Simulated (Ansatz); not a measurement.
The starting structures come from a database of crystals and need not be the phases stable at ambient conditions.

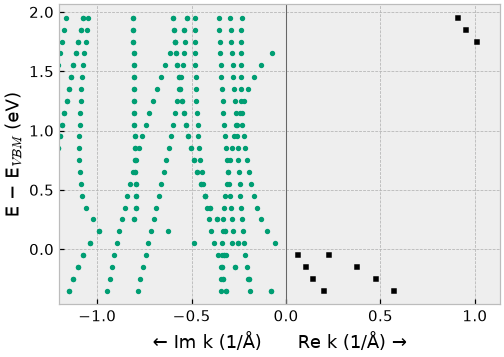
Figure. Complex bands at the centre of the two-dimensional zone; Ansatz (an electronic-structure program) with r2SCAN

The gap is the functional's own, uncorrected, and κ follows it; spin-orbit coupling is left out. Mid-gap values are interpolated between the computed energies.

**Question.** This is Al4C3 (R-3m, not sure to be the ambient phase, 7 atoms a cell, 11.4 Å³ an atom) along the normal of (101). Read off the slowest decay at the centre of the two-dimensional zone at 0.85 eV, the computed energy nearest the middle of the gap.

**Answer.** κ ≈ 0.22 1/Å, a decay length 1/(2κ) of the density of 2.3 Å.
